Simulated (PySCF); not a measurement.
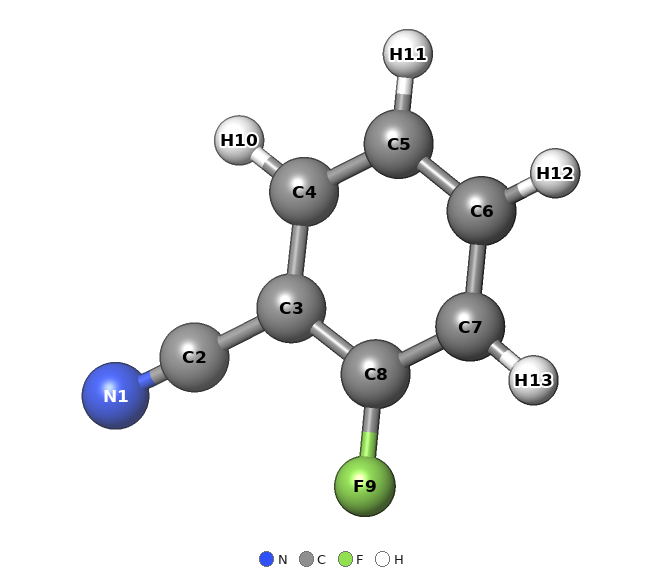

The computed structure is the end point of a GFN2-xTB optimisation. No frequency run is at hand to confirm it as a minimum. Electric field gradients from the ground-state density, PBE0/pcSseg-1 (PySCF 2.14.0), non-relativistic apart from any core potentials.

Give the largest field-gradient component, the quadrupole coupling constant and the asymmetry for 14N at N1 (Q = 20.44 mb).

```json
{"atom": "N1", "V_zz (a.u.)": "−0.981", "e²qQ/h (MHz)": "−4.71", "η": "0.10"}
```
